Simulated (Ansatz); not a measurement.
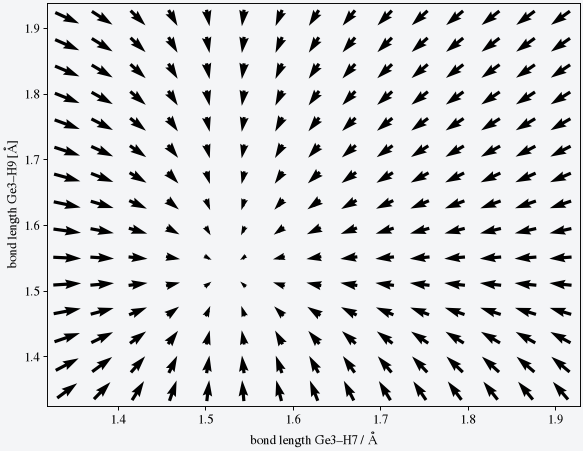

CH6GeS, SMILES C[S][GeH3]. 
- First axis: bond length Ge3–H7. Second axis: bond length Ge3–H9.
- Nothing is relaxed (all other coordinates rigid).
- Grid: 15 × 15 points.
- Points are written as (first, second).
- Computed with RKS r2SCAN0-D4/def2-TZVP in Ansatz 0.2.0.

The picture shows dots at the grid points, arrows along the force (downhill), their lengths compressed.

The arrows alone are given. Where is the energy lowest?

Answer. The arrows converge at about (1.525 Å, 1.532 Å) (read from the interpolated surface).

The energy map of the same scan:

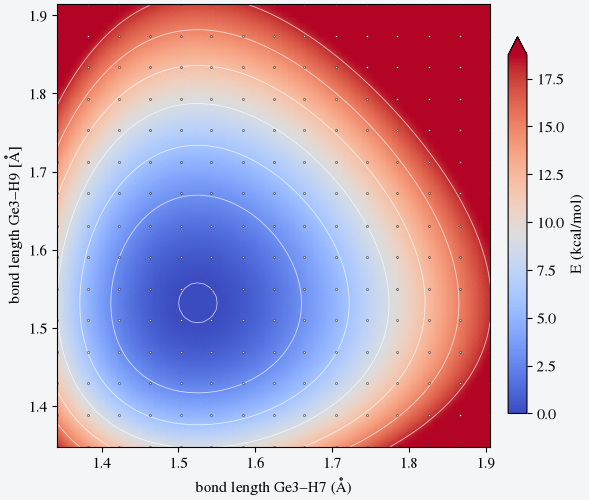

Energies are in kcal/mol, from the lowest grid point; between grid points the surface is interpolated.
